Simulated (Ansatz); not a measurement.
# Tunnelling across a broken Au chain: predicting one gap

**Method.** Ansatz 0.2.0, plane waves with PAW datasets at the program's default cutoffs, Fermi-Dirac smearing of 0.05 eV, chains in boxes 7.5 Å wide or more, moments seeded when the perfect chain is relaxed. PBE, no spin-orbit coupling; one bond is opened by s Å beyond its relaxed length, the other atoms of a straight cell of 12 kept, without spin, and the conductance taken at 300 K.

```
   run    G (G₀)  largest error term (%)    s     ln G
+1.2 Å    0.4745                      14  1.2  −0.7456
+1.8 Å    0.1587                       7  1.8   −1.841
+2.5 Å   0.03413                       8  2.5   −3.377
+3.3 Å  0.005109                       5  3.3   −5.277
```

One run is withheld: run = +4.2 Å, with s = 4.2. Fit a straight line ln G = a + b × s to the 4 rows shown and predict it.

**Fit.** The means are 2.2 for s and −2.81 for ln G. The sum of products of deviations is −5.336 and the sum of squares in s is 2.46, so b = −5.336 / 2.46 = −2.169 and a = −2.81 − (−2.169) × 2.2 = 1.962. The residuals' standard deviation, with 2 degrees of freedom, is σ = 0.13.

**Prediction.** ln G = 1.962 + (−2.169) × 4.2 = −7.148, that is 0.000786 G₀. The run gave 0.00055 G₀ (ln G = −7.505), so the prediction less the run is +0.36. The standard error of a prediction there, σ√(1 + 1/4 + (4.2 − 2.2)²/2.46), is 0.22, and the miss is 1.6 times that, for a point outside the fitted range. With so few rows σ is itself uncertain.

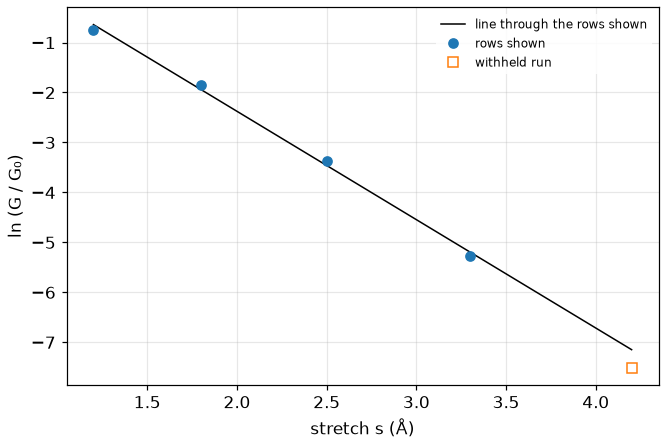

The fitted line, the rows shown and the withheld run.

Caveats: Between neighbouring runs the slope of ln G lies between −2.48 and −1.83 per Å, so one exponential is an approximation; it is flattest at the narrowest gap, nearest to contact. Error terms (up to 14 %, withheld run included) bound how much a small miss can mean. Broken ends may want a moment where none was allowed. No image potential, spin-orbit coupling or relaxation; a bent or dimerised chain may be lower in energy. Series of this kind are told only where this holds: one magnetic state in all runs, error terms under 60 %, and the runs' own leads conduct as the perfect chain does. 36 of 42 did.

[Logs are printed without paths, hosts, clocks, repeated set-up lines and the standing remarks that a program may print on its own settings, such as how far it seeks lower states.]
